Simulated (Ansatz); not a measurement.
ZrC (rock salt): frozen-phonon scan

Relaxed ZrC (rock salt):

```yaml
crystal:
  lattice:
    - [0.00000, 4.70874, 4.70874]
    - [2.35437, 2.35437, 4.70874]
    - [2.35437, 2.35437, 0.00000]
  atoms:
    - { symbol: C, position: [0.00000, 0.00000, 0.00000] }
    - { symbol: C, position: [0.50000, 0.00000, 0.00000] }
    - { symbol: Zr, position: [0.00000, 0.50000, 0.50000] }
    - { symbol: Zr, position: [0.50000, 0.50000, 0.50000] }
```

The atoms are displaced by Q × the pattern below (from a DFPT mode at X = (0.5, 0.5, 0.0), largest move 1; Q in Å), at fixed cell. It is one choice among 2 degenerate patterns. (q is in reciprocal vectors of the primitive cell; the cell shown is doubled to hold the pattern.)

| atom | x | y | z |
|---|---|---|---|
| C1 | 0.000 | -0.065 | 0.000 |
| C2 | 0.000 | 0.065 | 0.000 |
| Zr3 | 0.000 | 1.000 | 0.000 |
| Zr4 | 0.000 | -1.000 | 0.000 |

Level of theory: PBE (plane waves to 420 eV, PAW, scalar-relativistic; Ansatz, a first-principles code). k mesh 17×17×17 (Γ-centred), Fermi-Dirac smearing 0.05 eV. E stands for the smeared free energy. With partly filled bands, energies and forces of such displacements shift with the k mesh and the smearing. ZrC is run without spin polarisation. ZrC was relaxed with its symmetry unable to fall. ΔE is measured from the undisplaced structure.

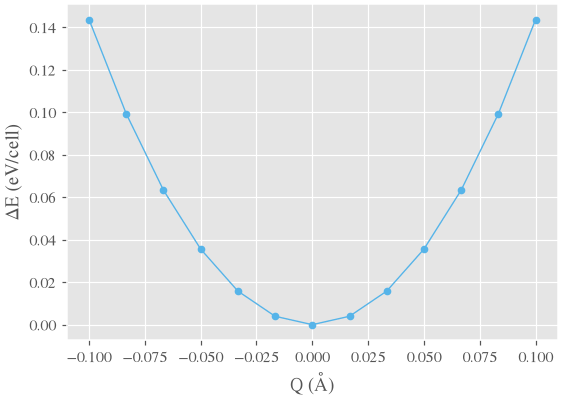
Fig. 1. ΔE (eV/cell) against Q (Å); one marker a computed point.

Shape of the curve: a single well with its minimum at or next to zero displacement. Symmetry of the curve: even: the same for both signs. Wavenumber by perturbation theory (DFPT, on another k mesh): 206 cm⁻¹. Space group of the distorted cell: Cmcm (No. 63), lowered from Fm-3m. Harmonic wavenumber from the curvature (finite differences): 206 cm⁻¹.

E″ = 28.46 eV/Å², M = Σ mᵢ|uᵢ|² = 182.6 u, ν̃ = 521.5·√(|E″|/M).

(For displaced atoms, the force is minus the slope of the energy, and its curvature is a force constant, which sets phonon frequencies.)
